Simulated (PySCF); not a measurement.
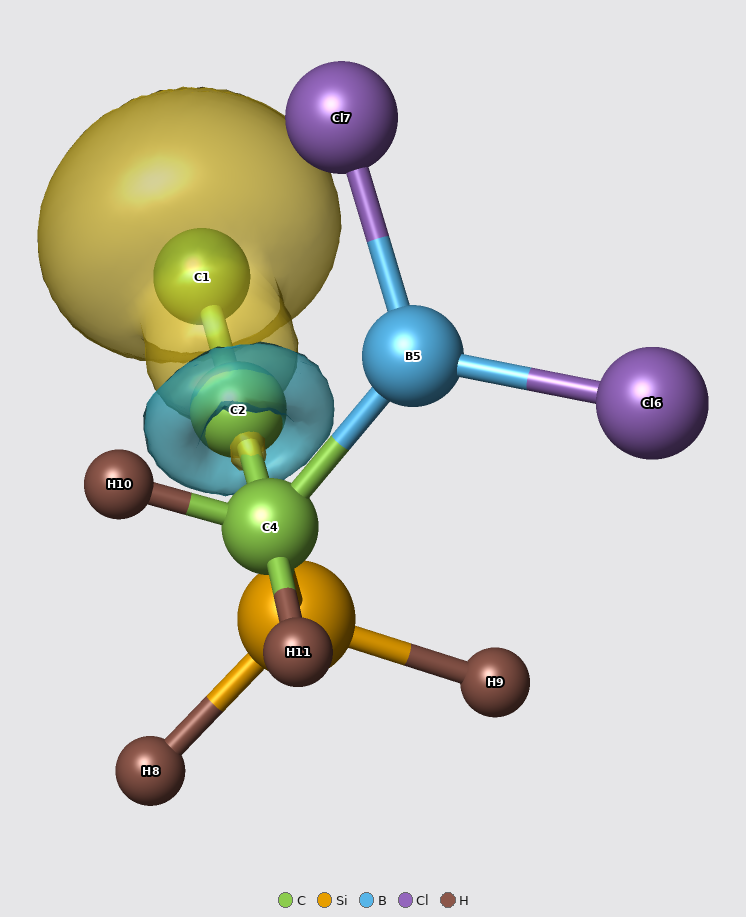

*C3H4BCl2Si (SMILES [C]#C[SiH2]CB(Cl)Cl) (doublet). Isosurfaces of the spin density (α minus β) at +0.05 (yellow) and −0.05 e/Å³ (cyan), seen at an oblique angle.*

Geometry: GFN2-xTB.

Theory: UKS B3LYP, pcH-1 on B C Cl H Si, non-relativistic, mean-field spin-orbit, GIAO (PySCF 2.14.0, density-fitted response routines).

| atom | x (Å) | y (Å) | z (Å) |
| --- | --- | --- | --- |
| C | -1.6034 | 2.5144 | 0.9901 |
| C | -1.4191 | 1.4893 | 0.3960 |
| Si | -1.1492 | -0.0987 | -0.5480 |
| C | 0.3850 | -0.9559 | 0.2393 |
| B | 1.6630 | -0.0669 | 0.1286 |
| Cl | 2.5799 | -0.0354 | -1.3352 |
| Cl | 2.1524 | 0.9665 | 1.4135 |
| H | -2.3149 | -0.9634 | -0.3362 |
| H | -0.9207 | 0.2385 | -1.9549 |
| H | 0.1334 | -1.1859 | 1.2741 |
| H | 0.4989 | -1.9000 | -0.2933 |

> Where is the unpaired spin?

The unpaired spin (1 electron) lies mostly on C1 (about 1.0), in electrons by Hirshfeld's partition.
